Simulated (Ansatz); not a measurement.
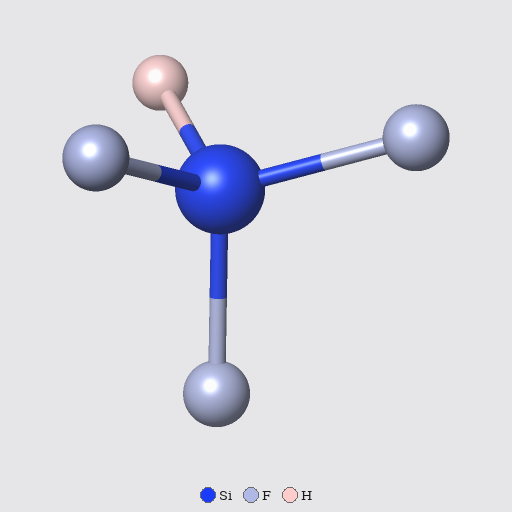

Rendered structure (ball-and-stick style). Every bond is drawn as one stick, whatever its order.

Which formula does it have?

Answer. F3HSi, 5 atoms: 3 fluorine, 1 hydrogen and 1 silicon.

How many bonds of each kind are drawn?

Answer. 3 F–Si, 1 Si–H. Sticks follow a distance rule.

Give the symmetry (Schoenflies symbol).

Answer. C3v.

How many atoms are distinct by symmetry?

Answer. 3: 1 Si, 3 F, 1 H.

The parts below concern this one geometry. Atoms keep their numbers from picture to picture. The geometry was computed by an optimisation with PBE0-D4/def2-TZVP.

### Shape

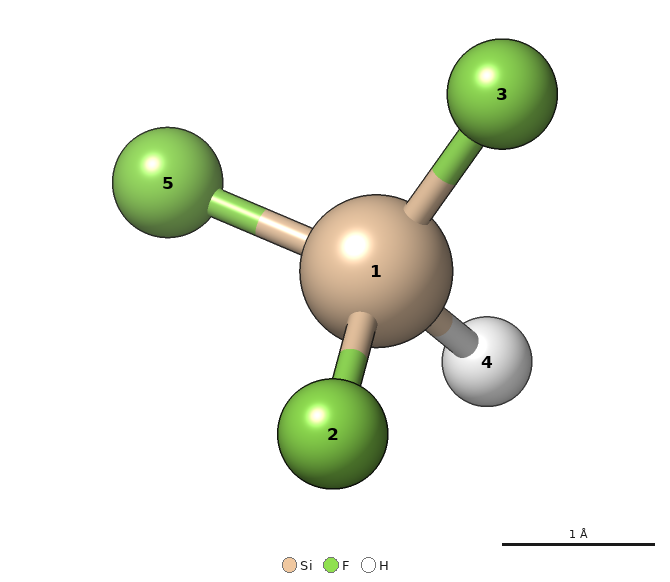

The atoms are numbered.

Which atoms are bonded, and how long are the bonds?

```
  bond  length (Å)
Si1–F2       1.573
Si1–F3       1.573
Si1–H4       1.461
Si1–F5       1.573
```

### Charges

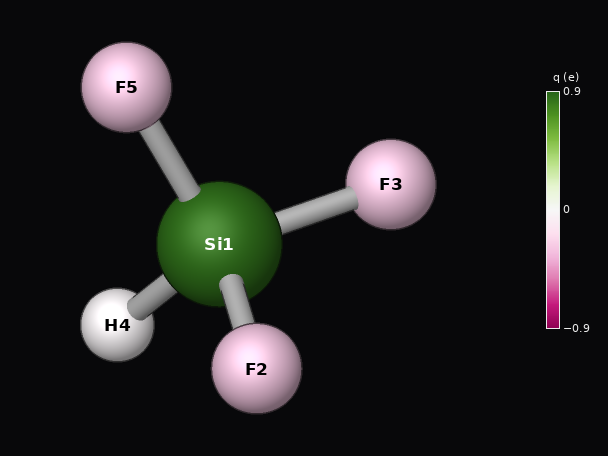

Atoms are coloured by their Mulliken charges. Properties computed with RKS PBE0-D4/def2-TZVP (Ansatz 0.2.0).

List the Mulliken charges.

| atom | value (e) |
| --- | --- |
| Si1 | 0.86 |
| F2 | −0.28 |
| F3 | −0.28 |
| H4 | −0.02 |
| F5 | −0.28 |

### Electronic properties

Properties computed with RKS PBE0-D4/def2-TZVPP (Ansatz 0.2.0).

Give the HOMO energy (Kohn–Sham orbital) at this level.

Answer. −11.22 eV.

Estimate the LUMO energy (Kohn–Sham orbital).

Answer. 1.03 eV.

### Vibrations

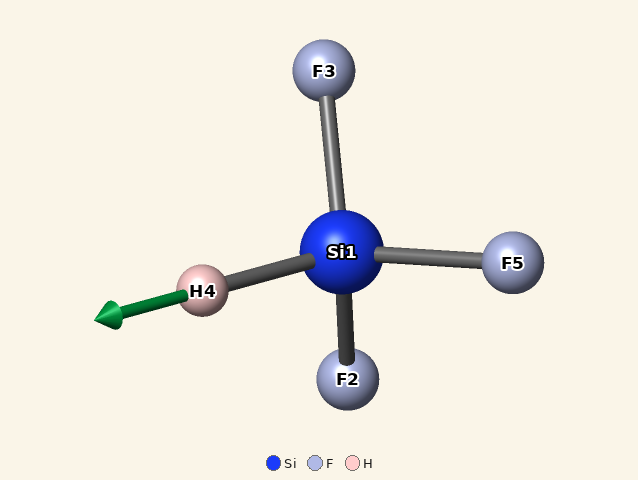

The arrows show one normal mode. Harmonic vibrations computed with RKS PBE0-D4/def2-TZVP (Ansatz 0.2.0) at a stationary point of the same level.

Describe the motion.

Answer. Mostly Si–H stretching.

Estimate its harmonic wavenumber.

Answer. 2361 cm⁻¹; it is mode 9 of 9 counted from the lowest.

Mulliken values depend strongly on the basis set and can even reverse the polarity of a bond.
